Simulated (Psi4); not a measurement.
# B2PLYP/cc-pVTZ (density fitting for correlation) run of NO2F (SMILES O=[N+]([O-])F)

What is the energy change on altering one bond length of NO2F at B2PLYP/cc-pVTZ (density fitting for correlation)? 

The calculation is run with Psi4 1.11.

2 further runs of the same task are left out: 2 set aside as unsound or not needed.

### 1 The structure to begin with

The species is NO2F (4 atoms), meant as a singlet with charge 0. SMILES: `O=[N+]([O-])F`. Geometry: relaxed at PBE0-D4/def2-TZVP.

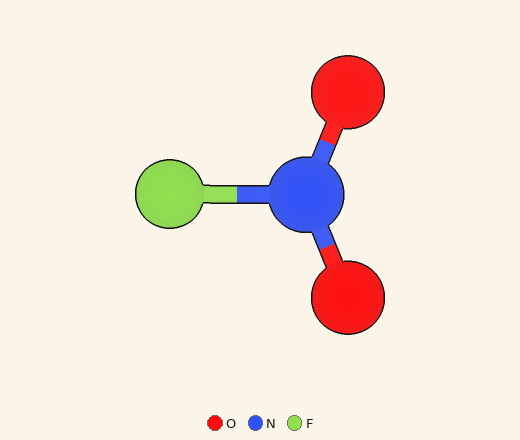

Viewed from a chosen angle; oxygen red, nitrogen blue, fluorine green.

### 2 A single-point energy at B2PLYP/cc-pVTZ (density fitting for correlation)

input.dat

```
memory 2.2 GB

molecule {
  0 1
  O
  N 1 1.169806
  O 2 1.169804 1 135.58531
  F 2 1.442224 3 112.20732 1 179.99855
  symmetry c1
  no_reorient
  no_com
}

set reference rks
set puream true
set e_convergence 1e-09
set d_convergence 1e-08
set scf_type pk
set dft_radial_points 99
set dft_spherical_points 590
set num_frozen_docc 4

e_tot, wfn = energy('b2plyp/cc-pVTZ', return_wfn=True)
print_variables()
```

Launch:

```sh
$ psi4 input.dat output.dat -n 1
```

output.dat:

```text
[...]
  Running in c1 symmetry.
[...]
  Nuclear repulsion =  124.476518839972954
[...]
  Multiplicity = 1
[...]
  Nalpha       = 16
  Nbeta        = 16
[...]
    Number of basis functions: 120
[...]
   @RKS iter   1:  -304.33755445764450   -7.24839e-02   6.25439e-03 DIIS/ADIIS
[...]
   @RKS iter  12:  -304.51588101001499   -8.75389e-12   2.69568e-09 DIIS
[...]
    Orbital Energies [Eh]
    ---------------------
    Doubly Occupied:
       1A    -25.420760     2A    -19.848758     3A    -19.848725
       4A    -15.223000     5A     -1.533441     6A     -1.377426
       7A     -1.328325     8A     -0.826239     9A     -0.730909
      10A     -0.724902    11A     -0.691188    12A     -0.570424
      13A     -0.548152    14A     -0.484753    15A     -0.454725
      16A     -0.451297
[...]
  @RKS Final Energy:  -304.51588101001499
   => Energetics <=
    Nuclear Repulsion Energy =            124.4765188399729539
    One-Electron Energy =                -666.0039553236658776
    Two-Electron Energy =                 253.4956241497360452
    DFT Exchange-Correlation Energy =     -16.4840686760581470
    Empirical Dispersion Energy =           0.0000000000000000
    VV10 Nonlocal Energy =                  0.0000000000000000
    Total Energy =                       -304.5158810100149935
[...]
 Multipole Moments:
 ------------------------------------------------------------------------------------
     Multipole            Electronic (a.u.)      Nuclear  (a.u.)        Total (a.u.)
 ------------------------------------------------------------------------------------
 L = 1.  Multiply by 2.5417464519 to convert [e a0] to [Debye]
 Dipole X            :         -0.0000142            0.0000226            0.0000085
 Dipole Y            :          1.0105829           -1.0866675           -0.0760846
 Dipole Z            :          0.4125680           -0.4436242           -0.0310562
 Magnitude           :                                                    0.0821788
[...]
```

Wall time 23 s (1 thread of Intel Xeon Platinum 8259CL at 2.50GHz (Skylake/Cascade Lake), shared host); peak memory 0.77 GiB.

### 3 The distorted shape

calc.in

```
memory 2.2 GB

molecule {
  0 1
  O
  N 1 1.169806
  O 2 1.169804 1 135.58531
  F 2 1.6586 3 112.20731 1 179.99856
  units angstrom
  symmetry c1
  no_reorient
  no_com
}

set {
  basis                cc-pVTZ
  reference            rks
  puream               true
  e_convergence        1e-09
  d_convergence        1e-08
  scf_type             pk
  dft_radial_points    99
  dft_spherical_points 590
  num_frozen_docc      4
}

e_tot = energy("b2plyp")
```

Launch:

```sh
$ psi4 -i calc.in -o calc.out -n 1
```

calc.out:

```text
[...]
  Running in c1 symmetry.
[...]
  Nuclear repulsion =  118.641516572936112
[...]
  Multiplicity = 1
[...]
  Nalpha       = 16
  Nbeta        = 16
[...]
    Number of basis functions: 120
[...]
   @RKS iter   1:  -304.30873431879229   -2.82056e-01   6.24023e-03 DIIS/ADIIS
[...]
   @RKS iter  12:  -304.49690467353105   -1.04592e-11   6.71458e-09 DIIS
[...]
    Orbital Energies [Eh]
    ---------------------
    Doubly Occupied:
       1A    -25.370661     2A    -19.880763     3A    -19.880727
       4A    -15.228062     5A     -1.518708     6A     -1.344660
       7A     -1.318120     8A     -0.817061     9A     -0.729789
      10A     -0.721082    11A     -0.704232    12A     -0.524504
      13A     -0.506168    14A     -0.476905    15A     -0.468365
      16A     -0.466845
[...]
  @RKS Final Energy:  -304.49690467353105
   => Energetics <=
    Nuclear Repulsion Energy =            118.6415165729361121
    One-Electron Energy =                -654.5344961261704384
    Two-Electron Energy =                 247.8415333772373970
    DFT Exchange-Correlation Energy =     -16.4454584975340943
    Empirical Dispersion Energy =           0.0000000000000000
    VV10 Nonlocal Energy =                  0.0000000000000000
    Total Energy =                       -304.4969046735310485
[...]
 Multipole Moments:
 ------------------------------------------------------------------------------------
     Multipole            Electronic (a.u.)      Nuclear  (a.u.)        Total (a.u.)
 ------------------------------------------------------------------------------------
 L = 1.  Multiply by 2.5417464519 to convert [e a0] to [Debye]
 Dipole X            :         -0.0000081            0.0000258            0.0000178
 Dipole Y            :          0.6822226           -1.2207956           -0.5385731
 Dipole Z            :          0.2785175           -0.4983812           -0.2198638
 Magnitude           :                                                    0.5817225
[...]
```

It took 23 s on 1 thread of Intel Xeon Platinum 8259CL at 2.50GHz (Skylake/Cascade Lake), shared host; peak memory 0.77 GiB.

### 4 Results

Level: B2PLYP/cc-pVTZ (density fitting for correlation), 4 core orbitals frozen.

```
                                                         quantity          value
                                        first shape: total energy  -304.83000 Eh
                   first shape: HOMO energy (SCF part's orbitals)      -12.28 eV
                   first shape: LUMO energy (SCF part's orbitals)       -0.89 eV
                 first shape: HOMO–LUMO gap (SCF part's orbitals)       11.39 eV
                                    distorted shape: total energy  -304.82345 Eh
               distorted shape: HOMO energy (SCF part's orbitals)      -12.70 eV
               distorted shape: LUMO energy (SCF part's orbitals)       -1.58 eV
             distorted shape: HOMO–LUMO gap (SCF part's orbitals)       11.12 eV
energy change with the N2–F4 bond stretched from 1.442 to 1.659 Å       0.178 eV
```

What this shows: With the N2–F4 bond stretched from 1.442 to 1.659 Å the energy rises by 0.18 eV (17.2 kJ/mol). The first shape isn't relaxed at this level, so the change isn't measured from a minimum.
